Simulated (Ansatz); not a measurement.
Si₃NH₈O₂Cl and related structures: several calculations on one system

### Relaxation

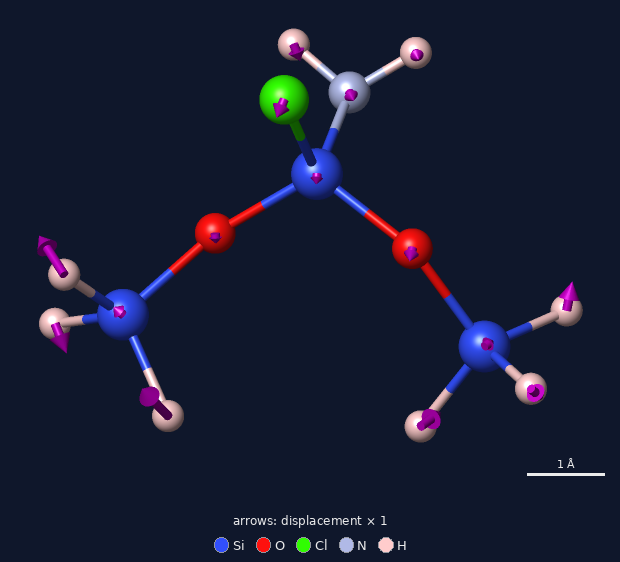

A relaxation of Si$_{3}$NH$_{8}$O$_{2}$Cl. The starting structure is drawn; purple arrows show the displacements, at their true length. The two geometries are superimposed by the best rigid fit.

Style: ball-and-stick. Shown at a tilt.

It is one of the separated products of a reaction.

These are results of Ansatz 0.2.0, RKS PBE0-D4/def2-TZVP, not measurements. Settings: force threshold 0.005 eV/Å; at most 200 steps.

> Atoms of which element are displaced furthest, and by how much?

Hydrogen: up to 0.85 Å, against 0.27 Å for chlorine.

> What happened in the run?

The largest move after the best rigid fit is that of an H atom, 0.85 Å. By element the largest moves are H 0.85 Å, Cl 0.27 Å, O 0.19 Å, Si 0.18 Å, N 0.17 Å. Near-neighbour distances that change, for instance: N–Si 1.716 → 1.691 Å, O–Si 1.603 → 1.615 Å, Cl–Si 2.047 → 2.057 Å, O–Si 1.648 → 1.641 Å. Among the angles between lasting bonds that change: Si–O–Si 149.1° → 142.8°, Si–O–Si 146.8° → 142.7°, Si–N–H 116.7° → 120.1°. Groups turn about O–Si by about 20°. Over 38 accepted moves (39 points after the start) the energy falls by 3.08 kJ/mol. The largest force component goes from 0.73 to 0.0045 eV/Å. The line search rejected the trial step at point 10 of the run.

### Relaxation

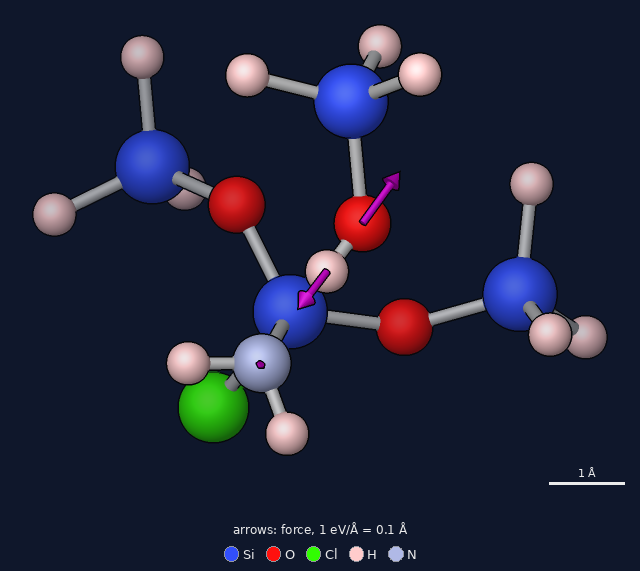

Starting geometry of Si$_{4}$NH$_{12}$O$_{3}$Cl (started from a transition state, displaced along its imaginary mode) with the computed forces as purple arrows. Style: ball-and-stick. Shown at a tilt.

The calculation used RKS PBE0-D4/def2-TZVP (Ansatz 0.2.0). (force threshold 0.005 eV/Å; at most 200 steps)

Is this structure relaxed? If not, where do the atoms go?

It isn't relaxed: the largest force vector, on an O atom, is 9.34 eV/Å. The final displacements have little in common with the starting forces (cosine between the two patterns 0.05). An H atom moves most after the best rigid fit: 1.63 Å. By element the largest moves are H 1.63 Å, O 0.70 Å, Cl 0.62 Å, Si 0.54 Å, N 0.09 Å. Among the contacts that change: O–Si 2.262 → 3.364 Å, H–Si 2.134 → 2.681 Å, H–N 1.566 → 1.900 Å, H–O 0.870 → 0.977 Å. Bond angles that change, for instance: Si–O–Si 134.5° → 146.8°, Cl–Si–N 101.5° → 113.4°, Si–O–H 128.9° → 117.8°. Groups turn about O–Si by about 55°, O–Si by about 50°, O–Si by about 20°. After 39 geometry steps the energy has fallen by 115.4 kJ/mol. Largest force component: 6.5 eV/Å at the start, 0.0048 eV/Å at the end.

### Reaction

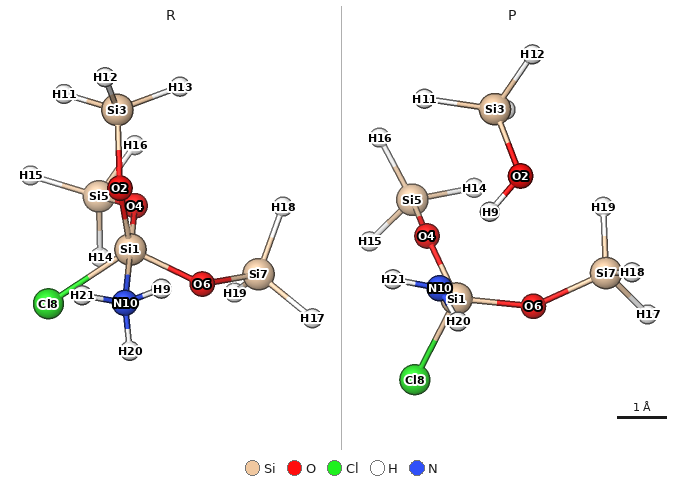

Reactant (R) and product (P) of one elementary step of Si4NH12O3Cl. A ball-and-stick model, seen at a tilt.

Stationary points at PBE0-D4/def2-TZVP, single-point energies with CCSD(T)/CBS (def2-TZVPP where no basis is named; Ansatz 0.2.0). The energies are electronic, without zero-point or thermal terms, and both ends are the relaxed geometries reached downhill from the saddle, with any fragments still in contact. CCSD(T)/CBS stands for a frozen-core estimate: MP2 correlation extrapolated from def2-TZVPP and def2-QZVPP, CCSD(T) minus MP2 from the smaller set.

R:
```xyz
21

Si    0.5889    0.4271    0.2232
O     0.3144    1.2307   -1.1894
Si   -1.0608    1.2898   -2.0996
O    -0.9526   -0.2226    0.3951
Si   -2.2330   -0.2182    1.4124
O     1.4103   -1.0017    0.1991
Si    0.8159   -2.5391    0.2814
Cl    0.5572    1.5305    2.0208
H     2.8649    0.8724   -0.8572
N     2.4710    1.2188    0.0111
H    -2.2003    1.8555   -1.3352
H    -0.7545    2.1887   -3.2422
H    -1.4205   -0.0516   -2.6222
H    -1.8621   -0.7429    2.7526
H    -2.7957    1.1486    1.5684
H    -3.2680   -1.1025    0.8172
H     2.0004   -3.4354    0.2509
H    -0.0528   -2.8455   -0.8819
H     0.0699   -2.7713    1.5434
H     3.0711    0.9374    0.7782
H     2.4362    2.2313   -0.0260
```

P:
```xyz
21

Si    0.9031    0.3641    1.3436
O     0.6311    0.2971   -2.0086
Si   -0.9505    0.5736   -2.3411
O    -0.6595    0.6872    1.1247
Si   -2.2094    0.3635    1.5744
O     1.3196   -1.1273    0.9282
Si    1.2356   -2.3700   -0.1516
Cl    1.3338    0.5721    3.3338
H     1.0450    0.8199   -1.2946
N     1.7527    1.4712    0.3442
H    -1.3284    1.9868   -2.0561
H    -1.1703    0.2796   -3.7790
H    -1.8504   -0.3077   -1.5437
H    -2.5161   -1.0656    1.3218
H    -2.3765    0.6636    3.0181
H    -3.0988    1.2314    0.7693
H     1.5037   -3.6135    0.6126
H     2.2712   -2.1964   -1.1954
H    -0.1181   -2.4395   -0.7502
H     2.7560    1.3599    0.2944
H     1.5264    2.4500    0.4552
```

Predict the saddle point between them and the barrier.

Counted by bonded pieces, R holds Si₄H₁₂NClO₃ and P holds SiH₄O + Si₃H₈NClO₂. From R over the saddle to P, a bond forms: O2–H9 (2.60 → 1.22 → 0.98 Å). Bonds break: Si1–O2 (1.65 → 2.08 → 3.36 Å), H9–N10 (1.01 → 1.26 → 1.90 Å). Bonds that stay but change much: Si1–N10 (2.05 → 1.82 → 1.72 Å). The saddle has one imaginary mode, 1069i cm⁻¹. With CCSD(T)/CBS the barrier is 1.43 eV from R and 0.96 eV from P, and P lies 0.47 eV above R.

Saddle geometry:

```xyz
21

Si    0.5418    0.1183    0.8388
O     0.4791    0.2063   -1.2366
Si   -0.8375    0.3966   -2.2068
O    -1.0403    0.4754    0.7982
Si   -2.2662    0.7170    1.8804
O     1.1075   -1.3863    0.6927
Si    1.3798   -2.4381   -0.5504
Cl    0.8804    0.3602    2.9217
H     1.2472    1.0639   -0.8441
N     1.6715    1.4388    0.2852
H    -1.4538    1.7386   -2.0141
H    -0.4062    0.2803   -3.6254
H    -1.8447   -0.6531   -1.9156
H    -2.3832   -0.4272    2.8143
H    -2.0481    1.9767    2.6323
H    -3.5021    0.8327    1.0688
H     1.7736   -3.7194    0.0852
H     2.4922   -1.9605   -1.4080
H     0.1597   -2.6570   -1.3638
H     2.6405    1.2763    0.5335
H     1.4087    2.3603    0.6137
```

The saddle point in the same view, with dashed sticks for the bonds that form or break:

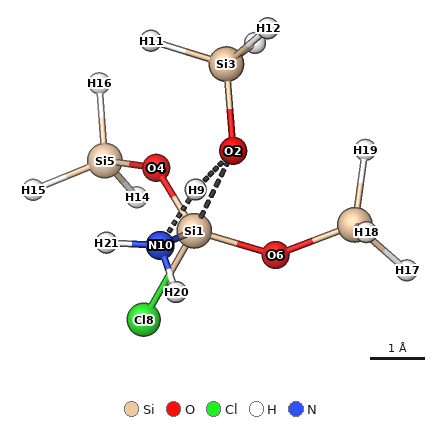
